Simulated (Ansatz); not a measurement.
**C$_{2}$H$_{6}$Ga (SMILES [CH3][Ga+][CH3]) (charge +1): density, localisation and related maps**

```xyz
9

C    -2.1341    2.3137    1.1515
C    -0.6798    0.6865   -2.0496
Ga   -1.4068    1.5002   -0.4490
H    -1.9466    1.6511    2.0029
H    -1.6439    3.2794    1.3129
H    -3.2114    2.4575    1.0183
H    -0.2223   -0.2722   -1.7838
H     0.0738    1.3560   -2.4771
H    -1.4916    0.5285   -2.7673
```

Geometry: B3LYP/6-31G*.

Method: isolated molecule in a Gaussian basis; Kohn-Sham density functional theory, functional PBE0 in Ansatz 0.2.0.

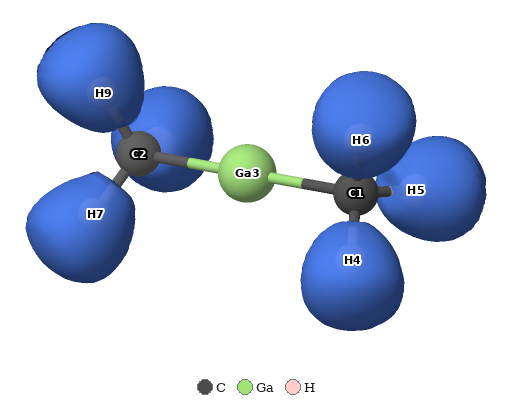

Figure 1. Isosurface of the electron localisation function at 0.9 (blue), seen at a tilt. Only the valence region is drawn (cores and ρ < 0.01 e/Å³ removed).

### Identify the bonds, lone pairs and shells in this picture.

At this value the surface marks out six regions around hydrogen nuclei. Along the contacts the grid gives the following. C–Ga (1.94 Å): the ELF peaks at about 0.90 in the valence shell of C, 0.7 Å from its nucleus, and is about 0.60 at the midpoint. C–H (1.09 Å): the ELF climbs to about 1 towards the hydrogen, as it does in any bond to H (an ordinary covalent bond to hydrogen).

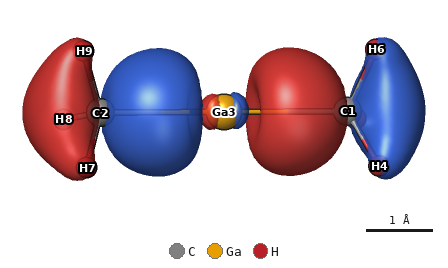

Figure 2. The HOMO at ±0.15 Å⁻³ᐟ² (blue and red are the two phases), seen at a tilt.

### Describe this orbital and give its energy.

By Hirshfeld shares it lies mainly on C1 (about 30 %), C2 (about 30 %) and Ga3 (about 25 %). Its energy is −14.15 eV.

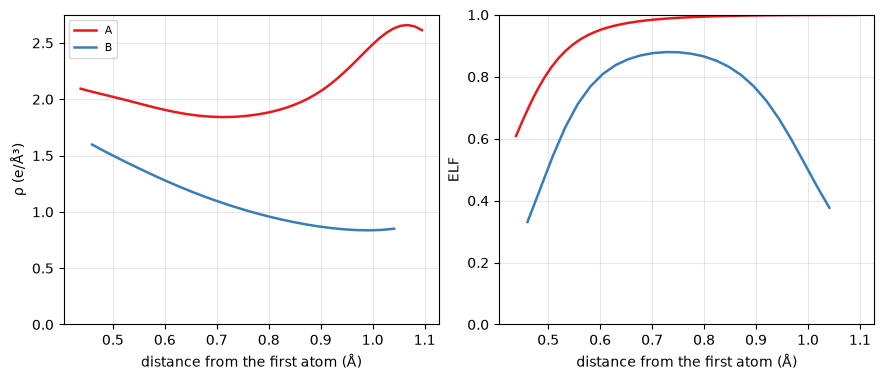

Figure 3. Electron density and ELF along straight lines between neighbouring atoms. The curves leave out the atomic cores.

### Which curve belongs to which contact (C–Ga and C–H)? The first atom named is at distance zero.

Curve A: C–H (1.09 Å): the density is about 2 e/Å³ at the midpoint; the ELF climbs to about 1 towards the hydrogen; a covalent bond by its length. Curve B: C–Ga (1.94 Å): the density is about 0.84 e/Å³ at the midpoint; the ELF peaks at about 0.90 in the valence shell of C, 0.7 Å from its nucleus, and is about 0.60 at the midpoint.
